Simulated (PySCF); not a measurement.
## C₂H₄ClNSi: geometry relaxation

System: C₂H₄ClNSi, SMILES N#C[SiH2]CCl.
Method: PBE0-D3(BJ)/def2-SVP geometry optimisation, gas phase (PySCF 2.14.0).

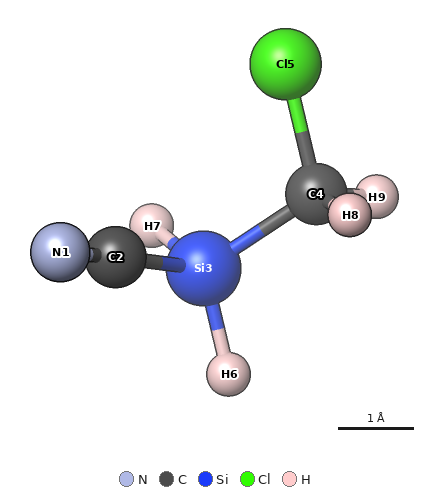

Fig. 1: The input geometry (ball-and-stick view, seen at a tilt; atoms are numbered from 1 in the order of the input).

Input
```
{"job": {"xc": "PBE0", "basis": "def2-SVP", "d3": "d3bj", "grid": 1, "shake": 0.01, "kind": "geom"}, "charge": 0, "multiplicity": 1}
N      2.304970     1.632790    -0.821560
C      1.621520     0.787020    -0.470790
Si     0.547790    -0.636440     0.100280
C     -1.206600    -0.020770     0.007160
Cl    -1.467450     1.301050     1.179800
H      0.760800    -1.731220    -0.838060
H      0.944930    -0.939660     1.489010
H     -1.489380     0.382490    -0.970830
H     -1.958770    -0.792420     0.291260
```

The first line tells a small driver script what to run in PySCF; the rest is the geometry in Å.

Launch command:
```bash
OMP_NUM_THREADS=1 python <driver script> task.json out
```

The program's output
```
step   0  E = -882.28342310  max force = 0.036781
step   1  E = -882.28575529  max force = 0.004273
step   2  E = -882.28592852  max force = 0.001944
step   3  E = -882.28596225  max force = 0.000560
step   4  E = -882.28596731  max force = 0.000424
optimisation converged
```

Trajectory as extended XYZ (Å, eV, eV/Å), 5 frames, from step=0 to step=4
```
9
Properties=species:S:1:pos:R:3:forces:R:3 step=0 energy=-24008.15480
N     2.3050    1.6328   -0.8216    1.3055   1.6778  -0.7029
C     1.6215    0.7870   -0.4708   -1.3512  -1.8914   0.7773
Si    0.5478   -0.6364    0.1003    0.3070   0.8328   0.0421
C    -1.2066   -0.0208    0.0072   -1.1280  -0.1562   0.4820
Cl   -1.4674    1.3011    1.1798    0.1666   0.2367   0.1649
H     0.7608   -1.7312   -0.8381    0.1291  -0.5292  -0.3218
H     0.9449   -0.9397    1.4890    0.0188  -0.1505   0.1316
H    -1.4894    0.3825   -0.9708    0.1065  -0.1235  -0.2478
H    -1.9588   -0.7924    0.2913    0.4456   0.1035  -0.3253
9
Properties=species:S:1:pos:R:3:forces:R:3 step=1 energy=-24008.21827
N     1.4993    2.1944   -0.4535   -0.1407  -0.1576   0.0726
C     0.7810    1.3508   -0.1061    0.0615   0.1743  -0.0617
Si   -0.3493   -0.0296    0.4103    0.0481  -0.1790   0.0401
C    -2.1422    0.5540    0.3708    0.2197   0.1758  -0.0797
Cl   -2.3622    1.8895    1.5410   -0.0022  -0.0853  -0.0686
H    -0.1212   -1.1524   -0.5476   -0.0540   0.0630  -0.0113
H     0.0322   -0.4549    1.7816    0.0085   0.0538   0.0212
H    -2.4208    0.9135   -0.6307   -0.0299   0.0245   0.0193
H    -2.8131   -0.2712    0.6367   -0.1111  -0.0695   0.0681
9
Properties=species:S:1:pos:R:3:forces:R:3 step=2 energy=-24008.22298
N     1.4766    2.1970   -0.4495   -0.0163  -0.0056   0.0097
C     0.7688    1.3465   -0.1029    0.0078   0.0329  -0.0162
Si   -0.3467   -0.0432    0.4145    0.0191  -0.1000   0.0292
C    -2.1310    0.5566    0.3659    0.0169   0.0088  -0.0165
Cl   -2.3425    1.8925    1.5311   -0.0012   0.0111   0.0097
H    -0.1315   -1.1594   -0.5499   -0.0148   0.0150  -0.0132
H     0.0368   -0.4567    1.7892   -0.0013   0.0259   0.0003
H    -2.4093    0.9202   -0.6341   -0.0011  -0.0075   0.0007
H    -2.8176   -0.2594    0.6381   -0.0090   0.0194  -0.0036
9
Properties=species:S:1:pos:R:3:forces:R:3 step=3 energy=-24008.22390
N     1.4611    2.1990   -0.4471    0.0113   0.0288  -0.0059
C     0.7613    1.3419   -0.1017    0.0004  -0.0273  -0.0009
Si   -0.3459   -0.0553    0.4172    0.0004  -0.0095   0.0055
C    -2.1249    0.5595    0.3648   -0.0270  -0.0171   0.0113
Cl   -2.3262    1.9007    1.5258    0.0040   0.0116   0.0067
H    -0.1389   -1.1680   -0.5519    0.0019  -0.0009  -0.0031
H     0.0386   -0.4600    1.7937    0.0004   0.0012  -0.0013
H    -2.3987    0.9227   -0.6365    0.0079  -0.0026  -0.0063
H    -2.8229   -0.2466    0.6382    0.0006   0.0158  -0.0061
9
Properties=species:S:1:pos:R:3:forces:R:3 step=4 energy=-24008.22404
N     1.4576    2.1974   -0.4470    0.0021   0.0131  -0.0017
C     0.7604    1.3379   -0.1021    0.0061  -0.0218  -0.0023
Si   -0.3466   -0.0599    0.4181   -0.0060   0.0140  -0.0003
C    -2.1241    0.5615    0.3654   -0.0160  -0.0111   0.0082
Cl   -2.3182    1.9067    1.5236    0.0037   0.0049   0.0013
H    -0.1422   -1.1721   -0.5522    0.0025  -0.0031   0.0008
H     0.0387   -0.4627    1.7947    0.0004  -0.0044  -0.0010
H    -2.3941    0.9243   -0.6372    0.0057   0.0005  -0.0033
H    -2.8279   -0.2391    0.6392    0.0016   0.0078  -0.0018
```

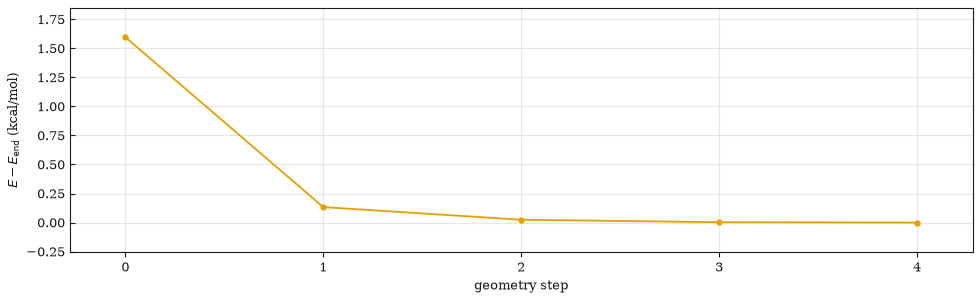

Fig. 2: Progress of the relaxation, step by step (steps are counted from 0).

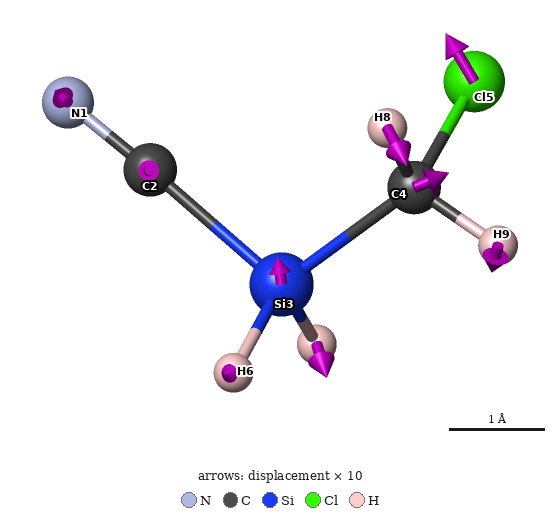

Fig. 3: The starting structure with the displacements as pink arrows, magnified 10 times (ball-and-stick view, seen at a tilt). The two geometries are laid on each other by the best rigid fit. Cl5 moves most after the best rigid fit: 0.060 Å. Largest moves by element: Cl 0.060 Å, H 0.057 Å, C 0.041 Å, N 0.029 Å, Si 0.029 Å. Among the contacts that change: Si3–H6 1.458 → 1.490 Å, Si3–C4 1.862 → 1.884 Å, N1–C2 1.143 → 1.159 Å, C2–Si3 1.872 → 1.857 Å. Among the angles that change: Cl5–C4–H9 104.3° → 108.5°, H6–Si3–H7 114.3° → 111.4°, Si3–C4–H8 114.2° → 111.5°. The energy falls by 1.60 kcal/mol in 4 geometry steps. Largest force component: 1.9 eV/Å at the start, 0.022 eV/Å at the end. (Atoms are counted from 1 in the order of the input.)

Summary

```json
{"quantity": "outcome", "value": "converged"}
{"quantity": "total energy", "value": "−882.285967 hartree"}
{"quantity": "dipole moment", "value": "4.15 D"}
{"quantity": "point group", "value": "C1"}
{"quantity": "hardware", "value": "1 CPU thread, shared host"}
{"quantity": "wall time", "value": "17 s"}
{"quantity": "peak memory", "value": "0.39 GiB"}
```
